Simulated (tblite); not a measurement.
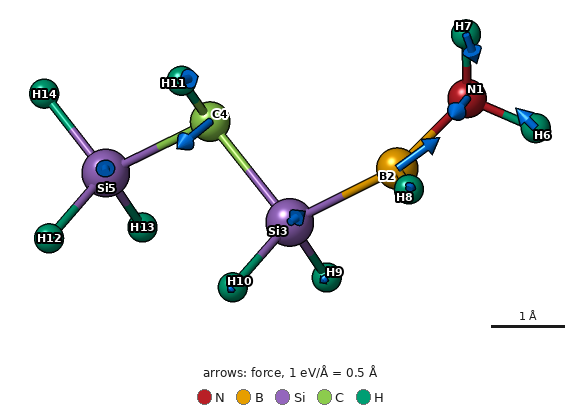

Starting geometry of CH9BNSi2 (multiplicity 2) with the computed forces as blue arrows. A ball-and-stick model, seen at a tilt.

The calculation used tblite 0.8.0, GFN2-xTB geometry optimisation, gas phase. 

Is this structure relaxed? If not, where do the atoms go?

It isn't relaxed: the largest force vector, on C4, is 1.73 eV/Å. The final displacements have little in common with the starting forces (cosine between the two patterns 0.18). Over 248 geometry steps the energy falls by 176.9 kJ/mol. The largest move after the best rigid fit is that of H6, 2.84 Å. Largest moves by element: H 2.84 Å, C 1.29 Å, N 0.95 Å, Si 0.86 Å, B 0.15 Å. Among the contacts that change: N1–B2 1.518 → 1.375 Å, B2–Si3 1.923 → 1.978 Å, N1–H7 1.042 → 1.008 Å, C4–H11 1.115 → 1.084 Å. Bond angles that change, for instance: Si3–C4–Si5 109.8° → 127.8°, B2–N1–H7 107.4° → 124.3°, B2–N1–H6 107.2° → 123.5°. Groups turn about B2–Si3 by about 25°. Cost: 1.6 s on 1 thread of Arm Neoverse V1, with other jobs on the host.
